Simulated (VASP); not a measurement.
Band structure of Re (hcp). These are optB88-vdW, VASP's PBE PAW potentials (set 64) (plane waves; VASP) values and carry that method's errors.

Unless said otherwise, spin-orbit coupling is left out, though it shifts the bands of the heavy elements here.

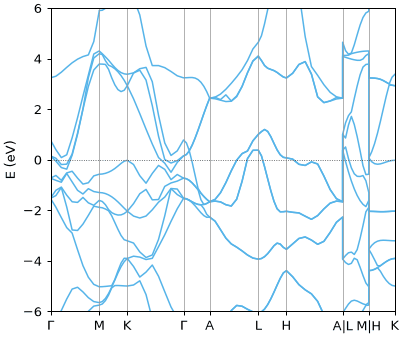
Bands along high-symmetry lines, zero at the valence-band maximum or, without a gap, the Fermi level

Task: Read the plot: is there a gap, and where are the band edges?

Result: It has no gap at this level: it comes out as a metal or semimetal. (Edges off the drawn lines would not show.)

The compound is Re in the hcp structure. It was relaxed first.
